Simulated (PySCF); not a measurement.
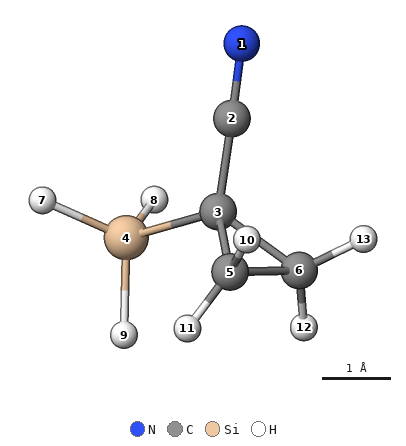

The input geometry (ball-and-stick view, seen at a tilt; atoms are numbered from 1 in the order of the input). Bond lengths as drawn: C–C 1.42 to 1.50 Å, C–H 1.06 to 1.09 Å, C–N 1.13 Å, C–Si 1.95 Å and H–Si 1.45 Å.

## Geometry relaxation, with input and output: C₄H₇NSi

System: C₄H₇NSi, SMILES N#CC1([SiH3])CC1.
Method: PBE0-D3(BJ)/def2-SVP geometry optimisation, gas phase (PySCF 2.14.0).

Output
```
step   0  E = -500.21303422  max force = 0.055224
step   1  E = -500.21960911  max force = 0.005280
step   2  E = -500.21976339  max force = 0.001158
step   3  E = -500.21977788  max force = 0.000323
optimisation converged
```

Trajectory as extended XYZ (Å, eV, eV/Å), 4 frames, from step=0 to step=3
```
13
Properties=species:S:1:pos:R:3:forces:R:3 step=0 energy=-13611.48997
N    -0.1320    2.2433    1.7963   -0.0395   2.8397   2.2842
C    -0.1247    1.3625    1.0829    0.0818  -2.0788  -1.7382
C    -0.0637    0.2566    0.1999    1.2967  -0.2120  -0.3461
Si    1.7414   -0.1353   -0.4128   -1.7581   0.2585   0.5375
C    -1.2370    0.0376   -0.7118   -0.3898   0.1792   0.8706
C    -1.0337   -0.8569    0.4576   -0.3737  -0.3079  -0.0408
H     2.2231    1.0211   -1.1394    0.3962   0.6135  -0.4239
H     2.5567   -0.4517    0.7428    0.5486  -0.1562   0.5909
H     1.5744   -1.2906   -1.2763    0.0545  -0.6548  -0.5390
H    -2.0416    0.7619   -0.6467   -0.2097   0.2063  -0.0406
H    -1.0485   -0.3359   -1.6856    0.2602  -0.4514  -1.1907
H    -0.6874   -1.8708    0.2838    0.0962  -0.2886  -0.0635
H    -1.7213   -0.7587    1.2989    0.0366   0.0525   0.0995
13
Properties=species:S:1:pos:R:3:forces:R:3 step=1 energy=-13611.66888
N     0.0031    1.8816    1.8989   -0.0090  -0.1620  -0.1670
C    -0.0124    0.9852    1.1600    0.0378   0.1802   0.1976
C     0.0127   -0.1312    0.2587    0.1018  -0.1086  -0.1671
Si    1.7174   -0.5637   -0.4532   -0.0172   0.1149   0.1744
C    -1.2055   -0.3598   -0.6220   -0.0001  -0.0825  -0.2715
C    -0.9640   -1.2680    0.5246    0.0149  -0.0361   0.0254
H     2.2571    0.5923   -1.2286   -0.0127  -0.0370   0.0034
H     2.6412   -0.8975    0.6716    0.0133  -0.0141  -0.0610
H     1.5481   -1.7493   -1.3493   -0.0471   0.0340   0.0306
H    -2.0166    0.3676   -0.5507   -0.0158   0.0259   0.0155
H    -1.0184   -0.7355   -1.6383   -0.0460   0.0871   0.1730
H    -0.6103   -2.2845    0.3315    0.0022  -0.0082  -0.0039
H    -1.6025   -1.1700    1.4040   -0.0223   0.0064   0.0505
13
Properties=species:S:1:pos:R:3:forces:R:3 step=2 energy=-13611.67308
N     0.0034    1.8816    1.8920    0.0010  -0.0134  -0.0322
C    -0.0107    0.9832    1.1581   -0.0062   0.0291   0.0569
C     0.0146   -0.1337    0.2563   -0.0068  -0.0427  -0.0595
Si    1.7173   -0.5583   -0.4438    0.0244   0.0366   0.0510
C    -1.2052   -0.3612   -0.6255   -0.0068  -0.0220  -0.0333
C    -0.9620   -1.2713    0.5221   -0.0157   0.0119   0.0219
H     2.2556    0.5923   -1.2248    0.0017  -0.0039  -0.0053
H     2.6519   -0.9009    0.6668    0.0068  -0.0071  -0.0156
H     1.5290   -1.7402   -1.3375   -0.0092  -0.0074  -0.0076
H    -2.0155    0.3679   -0.5505    0.0082   0.0052   0.0181
H    -1.0211   -0.7311   -1.6388   -0.0039   0.0108   0.0153
H    -0.6083   -2.2881    0.3284    0.0020   0.0032  -0.0080
H    -1.5993   -1.1731    1.4043    0.0045  -0.0002  -0.0017
13
Properties=species:S:1:pos:R:3:forces:R:3 step=3 energy=-13611.67347
N     0.0014    1.8831    1.8885    0.0019   0.0151   0.0016
C    -0.0120    0.9822    1.1582   -0.0090  -0.0137   0.0047
C     0.0143   -0.1354    0.2558    0.0062  -0.0133  -0.0166
Si    1.7193   -0.5565   -0.4413    0.0024   0.0071   0.0072
C    -1.2063   -0.3618   -0.6252   -0.0034  -0.0026   0.0056
C    -0.9626   -1.2727    0.5217   -0.0087   0.0116   0.0116
H     2.2575    0.5932   -1.2235   -0.0004   0.0016  -0.0011
H     2.6585   -0.9035    0.6636   -0.0008  -0.0024  -0.0002
H     1.5266   -1.7372   -1.3367    0.0011  -0.0025  -0.0046
H    -2.0148    0.3690   -0.5463    0.0050   0.0028   0.0092
H    -1.0241   -0.7291   -1.6388    0.0011  -0.0038  -0.0097
H    -0.6095   -2.2893    0.3264    0.0027   0.0027  -0.0059
H    -1.5985   -1.1746    1.4048    0.0019  -0.0027  -0.0019
```

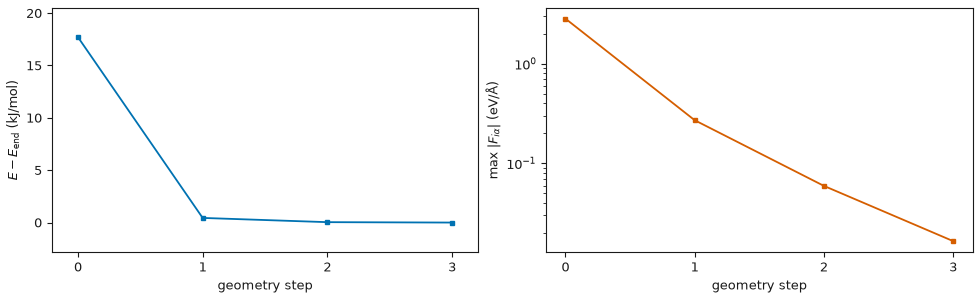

Progress of the relaxation, step by step (steps are counted from 0).

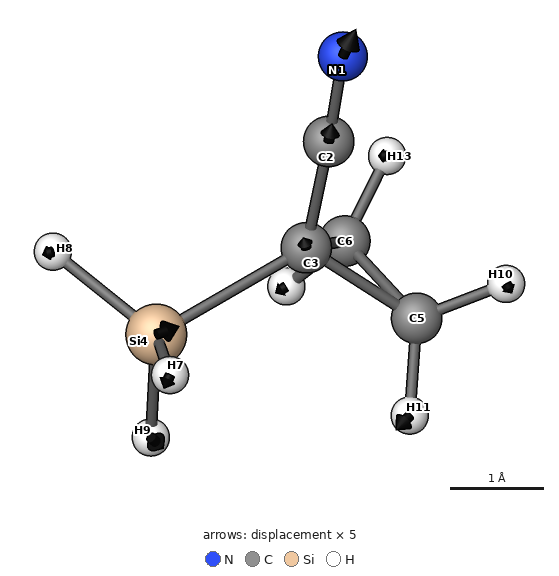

The starting structure with the displacements as black arrows, magnified 5 times (ball-and-stick view, seen at a tilt). The two geometries are laid on each other by the best rigid fit. The atom that moves furthest after the best rigid fit is N1 (0.075 Å). By element the largest moves are N 0.075 Å, Si 0.061 Å, H 0.054 Å, C 0.046 Å. Among the contacts that change: C3–Si4 1.946 → 1.890 Å, Si4–H7 1.448 → 1.491 Å, C5–H11 1.060 → 1.093 Å, N1–C2 1.133 → 1.160 Å. Among the angles that change: H7–Si4–H8 112.8° → 109.9°, C3–Si4–H7 107.8° → 110.3°, C3–Si4–H9 103.9° → 106.3°. Over 3 geometry steps the energy falls by 17.7 kJ/mol. Largest force component: 2.8 eV/Å at the start, 0.017 eV/Å at the end. (Atoms are counted from 1 in the order of the input.)

The run was set up as follows.

Input file
```
{"job": {"xc": "PBE0", "basis": "def2-SVP", "d3": "d3bj", "grid": 1, "shake": 0.01, "kind": "geom"}, "charge": 0, "multiplicity": 1}
N     -0.132030     2.243350     1.796280
C     -0.124710     1.362520     1.082930
C     -0.063710     0.256630     0.199870
Si     1.741450    -0.135330    -0.412750
C     -1.236960     0.037600    -0.711770
C     -1.033730    -0.856930     0.457570
H      2.223110     1.021100    -1.139350
H      2.556740    -0.451750     0.742770
H      1.574410    -1.290600    -1.276280
H     -2.041570     0.761930    -0.646720
H     -1.048520    -0.335910    -1.685570
H     -0.687370    -1.870760     0.283840
H     -1.721300    -0.758740     1.298860
```

The first line tells a small driver script what to run in PySCF; the rest is the geometry in Å.

Command:
```bash
OMP_NUM_THREADS=1 python <driver script> task.json out
```

Key numbers

- outcome: converged
- total energy: −500.219778 hartree
- dipole moment: 4.02 D
- point group: Cs
- hardware: 1 CPU thread, shared host
- wall time: 40 s
- peak memory: 0.49 GiB
